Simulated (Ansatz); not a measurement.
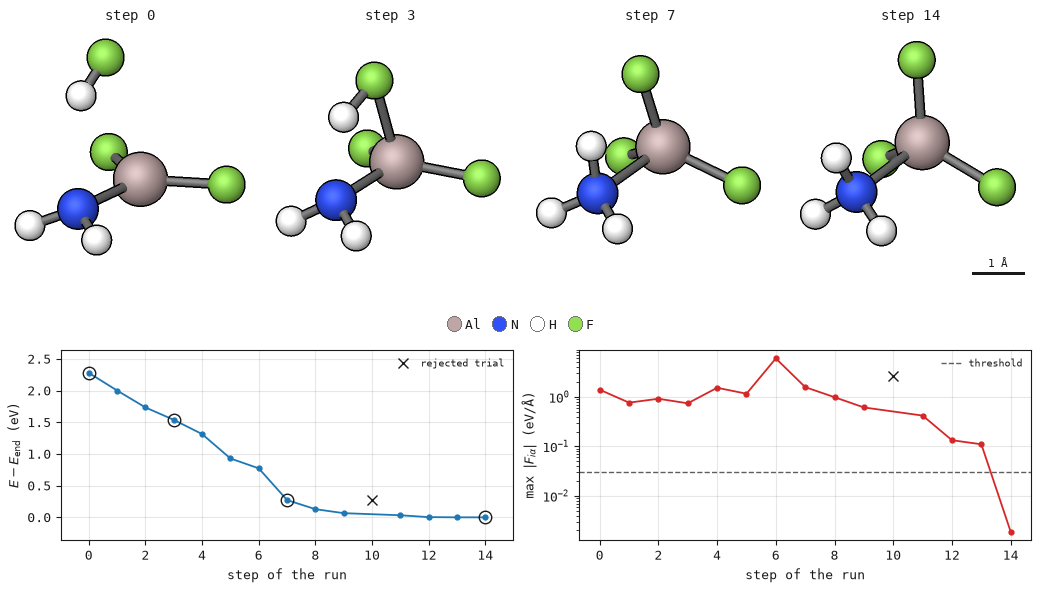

Frames of a relaxation of AlNH3F3, marked on the history of the run. Style: ball-and-stick. Shown from a free direction.

The run prepares an end point of a later path (reaction) calculation, from a guessed geometry.

Level of theory: RKS PBE-D4/cc-pVDZ (Ansatz). Set-up: no spin polarisation; force threshold 0.03 eV/Å; at most 50 steps.

### Describe the path.

An H atom moves most after the best rigid fit: 1.32 Å. Largest moves by element: H 1.32 Å, F 0.95 Å, Al 0.73 Å, N 0.35 Å. Some distances before and after: F–H 0.938 → 2.797 Å, H–N 2.246 → 1.031 Å, Al–F 2.875 → 1.708 Å, Al–N 1.878 → 2.038 Å. New bonds form, among them: Al–F (2.87 → 1.71 Å), H–N (2.25 → 1.03 Å). Bonds break, among them: F–H (0.94 → 2.80 Å). Among the angles between lasting bonds that change: N–Al–F 118.9° → 100.0°, Al–N–H 118.2° → 111.4°, F–Al–F 122.3° → 117.1°. After 13 accepted moves (14 points after the start) the energy has fallen by 2.280 eV. The largest force component goes from 1.4 to 0.0019 eV/Å. The line search rejected the trial step at point 10 of the run. From step 0 to 3: an F atom moves most (0.58 Å), energy −0.741 eV. From step 3 to 7: an H atom moves most (0.64 Å), energy −1.266 eV. From step 7 to 14: an F atom moves most (0.51 Å), energy −0.273 eV.

| step | E − E(0), eV | largest force component, eV/Å | note |
| --- | --- | --- | --- |
| 0 | 0.0000 | 1.4019 |  |
| 1 | -0.2787 | 0.7678 |  |
| 2 | -0.5458 | 0.9207 |  |
| 3 | -0.7414 | 0.7445 |  |
| 4 | -0.9662 | 1.5350 |  |
| 5 | -1.3509 | 1.1641 |  |
| 6 | -1.5068 | 6.0212 |  |
| 7 | -2.0076 | 1.5821 |  |
| 8 | -2.1512 | 0.9891 |  |
| 9 | -2.2142 | 0.6140 |  |
| 10 | -2.0006 | 2.6194 | rejected |
| 11 | -2.2473 | 0.4206 |  |
| 12 | -2.2765 | 0.1335 |  |
| 13 | -2.2798 | 0.1106 |  |
| 14 | -2.2802 | 0.0019 |  |

Limits of the set-up: the start holds two separate molecules, 2.2 Å apart at their closest, whose relative position is a soft coordinate.
